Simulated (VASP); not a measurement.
## Driving VASP from ASE on Nb3Sn

Do ASE scripts that read Nb3Sn from different structure formats give one answer, and do several routes find one equilibrium volume? All runs use PBE. Left out of this account: 1 further run (self-consistent run: a reference on another mesh). The start is a cell from a database of measured crystal structures.

Main program and level: VASP 6.6.1; PBE; plane waves and PAW (Nb_sv, Sn_d).

## (1) Starting point

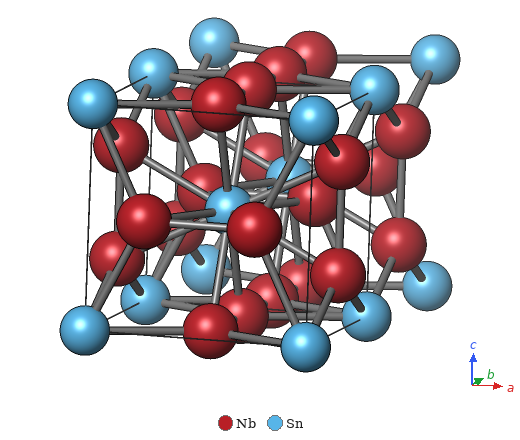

The starting structure, seen slightly off an axis (niobium red, tin blue). 1×2×1 cells are drawn. Some periodic images of atoms are drawn too.

As a file:

```xyz
8
Lattice="5.2821 0.0000 0.0000 0.0000 5.2821 0.0000 0.0000 0.0000 5.2821" Properties=species:S:1:pos:R:3 pbc="T T T"
Nb    1.3205    0.0000    2.6410
Nb    2.6410    3.9616    0.0000
Nb    3.9616    0.0000    2.6410
Nb    2.6410    1.3205    0.0000
Nb    0.0000    2.6410    3.9616
Nb    0.0000    2.6410    1.3205
Sn    0.0000    0.0000    0.0000
Sn    2.6410    2.6410    2.6410
```

## (2) Total energy, forces and stress (PBE, through ASE)

A single point through ASE, with the structure typed into the script.

run.py reads:

```python
import numpy as np
from ase.calculators.vasp import Vasp
from ase import Atoms
from ase.dft.bandgap import bandgap

atoms = Atoms(['Nb', 'Nb', 'Nb', 'Nb', 'Nb', 'Nb', 'Sn', 'Sn'],
              cell=[[5.2821, 0.0, 0.0], [0.0, 5.2821, 0.0], [0.0, 0.0, 5.2821]],
              scaled_positions=[[0.25, 0.0, 0.5], [0.5, 0.75, 0.0], [0.75, 0.0, 0.5], [0.5, 0.25, 0.0], [0.0, 0.5, 0.75], [0.0, 0.5, 0.25], [0.0, 0.0, 0.0], [0.5, 0.5, 0.5]],
              pbc=True)

calc = Vasp(
    xc='pbe',
    pp='PBE',
    prec='Accurate',
    encut=400,
    ediff=1e-06,
    nelm=100,
    ismear=-1,
    sigma=0.05,
    lreal=False,
    algo='Normal',
    nbands=65,
    lasph=True,
    lorbit=11,
    lwave=False,
    lcharg=False,
    kpar=8,
    isif=2,
    pp_version='64',
    setups={'Nb': '_sv', 'Sn': '_d'},
    kpts=(6, 6, 6),
    gamma=True,
    txt='vasp.out',
)
atoms.calc = calc

print("energy (eV):", round(atoms.get_potential_energy(), 6))
print("Fermi level (eV):", round(calc.get_fermi_level(), 4))
print("forces (eV/A):")
print(np.round(atoms.get_forces(), 4))
print("stress (GPa, Voigt, tension positive):", np.round(atoms.get_stress() * 160.21766, 3))
gap, p1, p2 = bandgap(calc, direct=False)
print("gap on the mesh (eV):", round(gap, 4))
```

Potentials, in the order of the species: Nb_sv and Sn_d (PBE family, release 64).

Launch:

```bash
> export ASE_VASP_COMMAND="mpirun -np 8 vasp_std"
> python run.py
```

The program printed:

```text
energy (eV): -70.33102
Fermi level (eV): 11.4594
forces (eV/A):
[[-0.  0. -0.]
 [ 0. -0.  0.]
 [ 0.  0.  0.]
 [-0.  0. -0.]
 [ 0. -0. -0.]
 [-0.  0.  0.]
 [ 0.  0. -0.]
 [ 0.  0. -0.]]
stress (GPa, Voigt, tension positive): [-2.891 -2.891 -2.891 -0.    -0.     0.   ]
gap on the mesh (eV): 0.0
```

Run time: 17 s. Hardware: 8 MPI ranks of AMD EPYC 9R45, shared host; peak memory 2.1 GiB; 1.9 min of CPU time.

Lines that name or quote the potential files are left out of all logs, and their timing lines are given in words.

ASE turned this into the INCAR:

```
ENCUT = 400.000000
SIGMA = 0.050000
EDIFF = 1.00e-06
ALGO = Normal
GGA = PE
PREC = Accurate
ISIF = 2
ISMEAR = -1
KPAR = 8
LORBIT = 11
NBANDS = 65
NELM = 100
LASPH = .TRUE.
LCHARG = .FALSE.
LWAVE = .FALSE.
LREAL = .FALSE.
```

ASE turned this into the KPOINTS:

```
KPOINTS created by Atomic Simulation Environment
0
Gamma
6 6 6
0 0 0
```

VASP's own log, vasp.out:

```text
[banner, memory and clock lines left out]
running    8 mpi-ranks, on    1 nodes
 distrk:  each k-point on    1 cores,    8 groups
 distr:  one band on    1 cores,    1 groups

 POSCAR found type information on POSCAR NbSn
 POSCAR found :  2 types and       8 ions
|                                                                             |
|           W    W    AA    RRRRR   N    N  II  N    N   GGGG   !!!           |
|           W    W   A  A   R    R  NN   N  II  NN   N  G    G  !!!           |
|           W    W  A    A  R    R  N N  N  II  N N  N  G       !!!           |
|           W WW W  AAAAAA  RRRRR   N  N N  II  N  N N  G  GGG   !            |
|           WW  WW  A    A  R   R   N   NN  II  N   NN  G    G                |
|           W    W  A    A  R    R  N    N  II  N    N   GGGG   !!!           |
|                                                                             |
|     For optimal performance we recommend to set                             |
|       NCORE = 2 up to number-of-cores-per-socket                            |
|     NCORE specifies how many cores store one orbital (NPAR=cpu/NCORE).      |
|     This setting can greatly improve the performance of VASP for DFT.       |
|     The default, NCORE=1 might be grossly inefficient on modern             |
|     multi-core architectures or massively parallel machines. Do your        |
|     Unfortunately you need to use the default for GW and RPA                |
|     calculations (for HF NCORE is supported but not extensively tested      |
|     yet).                                                                   |
|                                                                             |

 LDA part: xc-table for (Slater+PW92), standard interpolation
 POSCAR, INCAR and KPOINTS ok, starting setup
 FFT: planning ... GRIDC
 FFT: planning ... GRID_SOFT
 FFT: planning ... GRID
 WAVECAR not read
 entering main loop
       N       E                     dE             d eps       ncg     rms          rms(c)
DAV:   1     0.153492999051E+04    0.15349E+04   -0.44985E+04  2752   0.184E+03
DAV:   2     0.159758135733E+03   -0.13752E+04   -0.13417E+04  2617   0.687E+02
DAV:   3    -0.466990246668E+02   -0.20646E+03   -0.19762E+03  3481   0.225E+02
DAV:   4    -0.714737682816E+02   -0.24775E+02   -0.24203E+02  3983   0.693E+01
DAV:   5    -0.732957763703E+02   -0.18220E+01   -0.18098E+01  4728   0.169E+01    0.185E+01
DAV:   6    -0.706259562615E+02    0.26698E+01   -0.82029E+00  3624   0.139E+01    0.609E+00
DAV:   7    -0.703806889631E+02    0.24527E+00   -0.17912E+00  4104   0.630E+00    0.260E+00
DAV:   8    -0.703821244975E+02   -0.14355E-02   -0.21889E-01  4152   0.232E+00    0.667E-01
DAV:   9    -0.703828091911E+02   -0.68469E-03   -0.33227E-02  4048   0.972E-01    0.371E-01
DAV:  10    -0.703833065456E+02   -0.49735E-03   -0.51463E-03  4072   0.345E-01    0.518E-02
DAV:  11    -0.703832576694E+02    0.48876E-04   -0.45179E-04  3584   0.113E-01    0.261E-02
DAV:  12    -0.703832439983E+02    0.13671E-04   -0.36163E-05  4496   0.338E-02    0.470E-03
DAV:  13    -0.703832428899E+02    0.11085E-05   -0.24628E-06  2528   0.849E-03    0.238E-03
DAV:  14    -0.703832426739E+02    0.21598E-06   -0.53811E-07  2136   0.564E-03
   1 F= -.70383243E+02 E0= -.70331020E+02  d E =-.104445E+00
```

From OUTCAR (step 2):

```text
ion  position               nearest neighbor table
   1  0.250  0.000  0.500-   3 2.64   3 2.64   8 2.95   7 2.95   8 2.95   7 2.95
   2  0.500  0.750  0.000-   4 2.64   4 2.64   8 2.95   8 2.95   7 2.95   7 2.95
   3  0.750  0.000  0.500-   1 2.64   1 2.64   8 2.95   7 2.95   8 2.95   7 2.95
   4  0.500  0.250  0.000-   2 2.64   2 2.64   8 2.95   8 2.95   7 2.95   7 2.95
   5  0.000  0.500  0.750-   6 2.64   6 2.64   8 2.95   7 2.95   7 2.95   8 2.95
   6  0.000  0.500  0.250-   5 2.64   5 2.64   8 2.95   7 2.95   7 2.95   8 2.95
   7  0.000  0.000  0.000-   1 2.95   2 2.95   3 2.95   4 2.95   5 2.95   6 2.95   1 2.95   3 2.95
                             5 2.95   6 2.95   2 2.95   4 2.95
   8  0.500  0.500  0.500-   1 2.95   2 2.95   3 2.95   4 2.95   5 2.95   6 2.95   2 2.95   4 2.95
                             1 2.95   3 2.95   5 2.95   6 2.95

  LATTYP: Found a simple cubic cell.
 ALAT       =     5.2821000000

 Subroutine GETGRP returns: Found 48 space group operations
 (whereof 24 operations were pure point group operations)

The static configuration has the point symmetry T_h .
 The point group associated with its full space group is O_h .

 Found     20 irreducible k-points:

   k-points           NKPTS =     20   k-points in BZ     NKDIM =     20   number of bands    NBANDS=     65

   dimension x,y,z NGX =    36 NGY =   36 NGZ =   36
   dimension x,y,z NGXF=    72 NGYF=   72 NGZF=   72

   ENCUT  =  400.0 eV  29.40 Ry    5.42 a.u.   8.61  8.61  8.61*2*pi/ulx,y,z

   NELECT =     106.0000    total number of electrons

 k-points in reciprocal lattice and weights: KPOINTS created by Atomic Simulation Env
   0.00000000  0.00000000  0.00000000       0.005
   0.16666667  0.00000000  0.00000000       0.028
   0.33333333  0.00000000  0.00000000       0.028
   0.50000000  0.00000000  0.00000000       0.014
   0.16666667  0.16666667  0.00000000       0.056
   0.33333333  0.16666667  0.00000000       0.111
   0.50000000  0.16666667  0.00000000       0.056
   0.33333333  0.33333333  0.00000000       0.056
   0.50000000  0.33333333  0.00000000       0.056
[...]
0.50000000  0.50000000  0.33333333       0.028
   0.50000000  0.50000000  0.50000000       0.005

 average (electrostatic) potential at core
       1 -76.7627       2 -76.7627       3 -76.7627       4 -76.7627       5 -76.7627
       6 -76.7627       7 -94.9087       8 -94.9087

 E-fermi :  11.4594

 k-point     1 :       0.0000    0.0000    0.0000
  band No.  band energies     occupation
    ...
     50      10.9044      1.99997
     51      10.9044      1.99997
     52      10.9044      1.99997
     53      11.3922      1.58595
     54      11.3923      1.58595
     55      13.8424      0.00000
     56      13.8425      0.00000
     57      13.8425      0.00000
     58      13.9410      0.00000
     59      14.9435      0.00000
    ...

 k-point     2 :       0.1667    0.0000    0.0000
  band No.  band energies     occupation
    ...
     50      10.8852      1.99998
     51      10.9548      1.99992
     52      10.9548      1.99992
     53      11.4488      1.10587
     54      11.4578      1.01554
     55      13.5759      0.00000
     56      13.7429      0.00000
     57      13.7429      0.00000
     58      14.3123      0.00000
     59      14.5900      0.00000
    ...

 k-point     3 :       0.3333    0.0000    0.0000
  band No.  band energies     occupation
    ...
     50      10.7990      2.00000
     51      10.8077      2.00000
     52      10.8077      2.00000
     53      11.3432      1.82155
     54      11.4253      1.32854
     55      12.7578      0.00000
     56      13.6223      0.00000
     57      13.6223      0.00000
     58      14.2464      0.00000
     59      14.2489      0.00000
    ...

  Total        2.6589805      2.6589805      2.6589805     -0.0000000     -0.0000000      0.0000000
  in kB       28.9071900     28.9071900     28.9071900     -0.0000000     -0.0000000      0.0000000
  external PRESSURE =      28.9071900 kB  Pullay stress =       0.0000000 kB

  energy-cutoff  :      400.00
  volume of cell :      147.37
      direct lattice vectors                 reciprocal lattice vectors
     5.282100000  0.000000000  0.000000000     0.189318642  0.000000000  0.000000000
     0.000000000  5.282100000  0.000000000     0.000000000  0.189318642  0.000000000
     0.000000000  0.000000000  5.282100000     0.000000000  0.000000000  0.189318642

 POSITION                                       TOTAL-FORCE (eV/Angst)
 -----------------------------------------------------------------------------------
      1.32052      0.00000      2.64105        -0.000000      0.000000     -0.000000
      2.64105      3.96157      0.00000         0.000000     -0.000000      0.000000
      3.96157      0.00000      2.64105         0.000000      0.000000      0.000000
      2.64105      1.32052      0.00000        -0.000000      0.000000     -0.000000
      0.00000      2.64105      3.96157         0.000000     -0.000000     -0.000000
      0.00000      2.64105      1.32052        -0.000000      0.000000      0.000000
      0.00000      0.00000      0.00000         0.000000      0.000000     -0.000000
      2.64105      2.64105      2.64105         0.000000      0.000000     -0.000000
 -----------------------------------------------------------------------------------
    total drift:                                0.000000      0.000000     -0.000000

  FREE ENERGIE OF THE ION-ELECTRON SYSTEM (eV)
  ---------------------------------------------------
  free  energy   TOTEN  =       -70.3832426739 eV

  energy  without entropy=      -70.2787978801  energy(sigma->0) =      -70.33102028

 total charge
# of ion       s       p       d       tot
------------------------------------------
    1        2.183   6.001   2.531  10.715
    2        2.183   6.001   2.531  10.715
    3        2.183   6.001   2.531  10.715
    4        2.183   6.001   2.531  10.715
    5        2.183   6.001   2.531  10.715
    6        2.183   6.001   2.531  10.715
    7        1.088   1.456  10.055  12.599
    8        1.088   1.456  10.055  12.599
--------------------------------------------------
tot         15.276  38.918  35.296  89.490

[... 3 further parts left out ...]
```

At this level the cell is under a pressure of 2.9 GPa, so at these settings it is away from equilibrium.

Numbers from this step:

| Quantity | Value |
| --- | --- |
| SCF cycles | 14 |
| electrons | 106 |
| bands | 65 |
| irreducible k-points | 20 |
| symmetry operations | 48 |
| free energy (TOTEN) | -70.3832 eV |
| energy at zero smearing | -70.3310 eV |
| Fermi energy | 11.46 eV |
| pressure | 2.891 GPa |
| metallic | yes |

The pressure is 2.89 GPa and the largest force 0.000 eV/Å, so the cell is not at a minimum at these settings.

## (3) Self-consistent run (PBE, through ASE)

The single point through ASE, with the structure read from a CIF with its space group. The mesh changes to 4×4×4, so this is no clean test of the format.

Edit run.py of step 2 so:

```diff
@@ -2,9 +2,6 @@
 from ase.calculators.vasp import Vasp
-from ase import Atoms
+from ase.io import read
 from ase.dft.bandgap import bandgap
 
-atoms = Atoms(['Nb', 'Nb', 'Nb', 'Nb', 'Nb', 'Nb', 'Sn', 'Sn'],
-              cell=[[5.2821, 0.0, 0.0], [0.0, 5.2821, 0.0], [0.0, 0.0, 5.2821]],
-              scaled_positions=[[0.25, 0.0, 0.5], [0.5, 0.75, 0.0], [0.75, 0.0, 0.5], [0.5, 0.25, 0.0], [0.0, 0.5, 0.75], [0.0, 0.5, 0.25], [0.0, 0.0, 0.0], [0.5, 0.5, 0.5]],
-              pbc=True)
+atoms = read('Nb3Sn.cif')
 
@@ -30,3 +27,3 @@
     setups={'Nb': '_sv', 'Sn': '_d'},
-    kpts=(6, 6, 6),
+    kpts=(4, 4, 4),
     gamma=True,
```

Nb3Sn.cif reads:

```cif
data_Nb3Sn
_cell_length_a 5.28210000
_cell_length_b 5.28210000
_cell_length_c 5.28210000
_cell_angle_alpha 90.00000000
_cell_angle_beta 90.00000000
_cell_angle_gamma 90.00000000
_space_group_name_H-M_alt 'Pm-3n'
_space_group_name_Hall '-P 4n 2 3'
_space_group_IT_number 223
loop_
_space_group_symop_operation_xyz
'x,y,z'
'-x,-y,-z'
'-y+1/2,x+1/2,z+1/2'
'y+1/2,-x+1/2,-z+1/2'
'-x,-y,z'
'x,y,-z'
'y+1/2,-x+1/2,z+1/2'
'-y+1/2,x+1/2,-z+1/2'
'x,-y,-z'
'-x,y,z'
'-y+1/2,-x+1/2,-z+1/2'
'y+1/2,x+1/2,z+1/2'
'-x,y,-z'
'x,-y,z'
'y+1/2,x+1/2,-z+1/2'
'-y+1/2,-x+1/2,z+1/2'
'z,x,y'
'-z,-x,-y'
'z+1/2,-y+1/2,x+1/2'
'-z+1/2,y+1/2,-x+1/2'
'z,-x,-y'
'-z,x,y'
'z+1/2,y+1/2,-x+1/2'
'-z+1/2,-y+1/2,x+1/2'
'-z,x,-y'
'z,-x,y'
'-z+1/2,-y+1/2,-x+1/2'
'z+1/2,y+1/2,x+1/2'
'-z,-x,y'
'z,x,-y'
'-z+1/2,y+1/2,x+1/2'
'z+1/2,-y+1/2,-x+1/2'
'y,z,x'
'-y,-z,-x'
'x+1/2,z+1/2,-y+1/2'
'-x+1/2,-z+1/2,y+1/2'
'-y,z,-x'
'y,-z,x'
'-x+1/2,z+1/2,y+1/2'
'x+1/2,-z+1/2,-y+1/2'
'-y,-z,x'
'y,z,-x'
'-x+1/2,-z+1/2,-y+1/2'
'x+1/2,z+1/2,y+1/2'
'y,-z,-x'
'-y,z,x'
'x+1/2,-z+1/2,y+1/2'
'-x+1/2,z+1/2,-y+1/2'
loop_
_atom_site_label
_atom_site_type_symbol
_atom_site_symmetry_multiplicity
_atom_site_Wyckoff_symbol
_atom_site_fract_x
_atom_site_fract_y
_atom_site_fract_z
_atom_site_occupancy
Nb1 Nb 6 c 0.2500000000 0.0000000000 0.5000000000 1
Sn1 Sn 2 a 0.0000000000 0.0000000000 0.0000000000 1
```

The program printed:

```text
energy (eV): -70.346668
Fermi level (eV): 11.484
forces (eV/A):
[[ 0.  0. -0.]
 [-0. -0.  0.]
 [-0. -0. -0.]
 [ 0.  0.  0.]
 [-0. -0. -0.]
 [ 0. -0.  0.]
 [ 0.  0.  0.]
 [ 0.  0.  0.]]
stress (GPa, Voigt, tension positive): [-2.627 -2.627 -2.627 -0.    -0.    -0.   ]
gap on the mesh (eV): 0.0
```

Wall time 13 s (8 MPI ranks); peak memory 1.8 GiB.

ASE turned this into the INCAR:

```
ENCUT = 400.000000
SIGMA = 0.050000
EDIFF = 1.00e-06
ALGO = Normal
GGA = PE
PREC = Accurate
ISIF = 2
ISMEAR = -1
KPAR = 8
LORBIT = 11
NBANDS = 65
NELM = 100
LASPH = .TRUE.
LCHARG = .FALSE.
LWAVE = .FALSE.
LREAL = .FALSE.
```

ASE turned this into the KPOINTS:

```
KPOINTS created by Atomic Simulation Environment
0
Gamma
4 4 4
0 0 0
```

vasp.out:

```text
[banner, memory and clock lines left out]
running    8 mpi-ranks, on    1 nodes
 distrk:  each k-point on    1 cores,    8 groups
 distr:  one band on    1 cores,    1 groups

 POSCAR found type information on POSCAR NbSn
 POSCAR found :  2 types and       8 ions
 [... a notice as in an earlier step ...]

 LDA part: xc-table for (Slater+PW92), standard interpolation
 POSCAR, INCAR and KPOINTS ok, starting setup
 FFT: planning ... GRIDC
 FFT: planning ... GRID_SOFT
 FFT: planning ... GRID
 WAVECAR not read
 entering main loop
       N       E                     dE             d eps       ncg     rms          rms(c)
DAV:   1     0.153512387272E+04    0.15351E+04   -0.45054E+04  1388   0.184E+03
DAV:   2     0.166678001472E+03   -0.13684E+04   -0.13366E+04  1300   0.685E+02
DAV:   3    -0.467758068166E+02   -0.21345E+03   -0.20490E+03  1760   0.227E+02
DAV:   4    -0.712919232045E+02   -0.24516E+02   -0.23827E+02  1944   0.703E+01
DAV:   5    -0.733220671270E+02   -0.20301E+01   -0.20179E+01  2368   0.178E+01    0.183E+01
DAV:   6    -0.706397571433E+02    0.26823E+01   -0.81665E+00  1808   0.138E+01    0.606E+00
DAV:   7    -0.703948215337E+02    0.24494E+00   -0.18502E+00  2048   0.636E+00    0.261E+00
DAV:   8    -0.703945330829E+02    0.28845E-03   -0.18521E-01  2071   0.214E+00    0.773E-01
DAV:   9    -0.703958484181E+02   -0.13153E-02   -0.27244E-02  1968   0.893E-01    0.344E-01
DAV:  10    -0.703963257370E+02   -0.47732E-03   -0.46904E-03  1992   0.329E-01    0.450E-02
DAV:  11    -0.703962894159E+02    0.36321E-04   -0.50831E-04  1824   0.119E-01    0.283E-02
DAV:  12    -0.703962760849E+02    0.13331E-04   -0.45663E-05  2216   0.355E-02    0.377E-03
DAV:  13    -0.703962751794E+02    0.90547E-06   -0.26149E-06  1296   0.835E-03
   1 F= -.70396275E+02 E0= -.70346668E+02  d E =-.992141E-01
```

From OUTCAR (step 3):

```text
 Found     10 irreducible k-points:

   k-points           NKPTS =     10   k-points in BZ     NKDIM =     10   number of bands    NBANDS=     65

   NELECT =     106.0000    total number of electrons

 E-fermi :  11.4840

 k-point     1 :       0.0000    0.0000    0.0000
  band No.  band energies     occupation
    ...
     50      10.9088      1.99998
     51      10.9088      1.99998
     52      10.9088      1.99998
     53      11.3884      1.74254
     54      11.3884      1.74254
     55      13.8404      0.00000
     56      13.8404      0.00000
     57      13.8405      0.00000
     58      13.9426      0.00000
     59      14.9546      0.00000
    ...

 k-point     2 :       0.2500    0.0000    0.0000
  band No.  band energies     occupation
    ...
     50      10.8585      1.99999
     51      10.9355      1.99997
     52      10.9355      1.99997
     53      11.4592      1.24284
     54      11.4652      1.18559
     55      13.1569      0.00000
     56      13.6618      0.00000
     57      13.6619      0.00000
     58      14.3945      0.00000
     59      14.4235      0.00000
    ...

  Total        2.4161451      2.4161451      2.4161451     -0.0000000     -0.0000000      0.0000000
  in kB       26.2671969     26.2671969     26.2671969     -0.0000000     -0.0000000      0.0000000
  external PRESSURE =      26.2671969 kB  Pullay stress =       0.0000000 kB

 POSITION                                       TOTAL-FORCE (eV/Angst)
 -----------------------------------------------------------------------------------
      1.32052      0.00000      2.64105         0.000000      0.000000     -0.000000
      3.96157      0.00000      2.64105        -0.000000     -0.000000      0.000000
      2.64105      3.96157      0.00000        -0.000000     -0.000000     -0.000000
      2.64105      1.32052      0.00000         0.000000      0.000000      0.000000
      0.00000      2.64105      3.96157        -0.000000     -0.000000     -0.000000
      0.00000      2.64105      1.32052         0.000000     -0.000000      0.000000
      0.00000      0.00000      0.00000         0.000000      0.000000      0.000000
      2.64105      2.64105      2.64105         0.000000      0.000000      0.000000
 -----------------------------------------------------------------------------------
    total drift:                                0.000000      0.000000     -0.000000

  FREE ENERGIE OF THE ION-ELECTRON SYSTEM (eV)
  ---------------------------------------------------
  free  energy   TOTEN  =       -70.3962751794 eV

  energy  without entropy=      -70.2970611035  energy(sigma->0) =      -70.34666814

 total charge
# of ion       s       p       d       tot
------------------------------------------
    1        2.183   6.000   2.531  10.714
    2        2.183   6.000   2.531  10.714
    3        2.183   6.000   2.531  10.714
    4        2.183   6.000   2.531  10.714
    5        2.183   6.000   2.531  10.714
    6        2.183   6.000   2.531  10.714
    7        1.088   1.452  10.058  12.598
    8        1.088   1.452  10.058  12.598
--------------------------------------------------
tot         15.276  38.906  35.301  89.483

[... 6 parts as in an earlier step ...]

[... 7 further parts left out ...]
```

The k-mesh is coarse for a metal. At this level the cell is under a pressure of 2.6 GPa, so at these settings it is away from equilibrium.

Numbers from this step:

```yaml
scf_cycles: 13
irreducible_k_points: 10
free_energy_toten: -70.3963 eV
energy_at_zero_smearing: -70.3467 eV
fermi_energy: 11.48 eV
pressure: 2.627 GPa
```

The energy lies -1.96 meV an atom from the first script, on another mesh.

[end of part 1 of 3]

[Lines on the potential files, build, host, timing and source positions are cut from VASP's logs without a mark.]

[Logs are printed without paths, hosts, clocks, repeated set-up lines and the standing remarks that a program may print on its own settings, such as how far it seeks lower states.]

[Hosts, paths, dates, database ids (printed as entryN), source tags and the programs' standing remarks are cut or masked in the printed files.]

[A measured line is paired with the nearest computed mode of its activity, which favours agreement.]
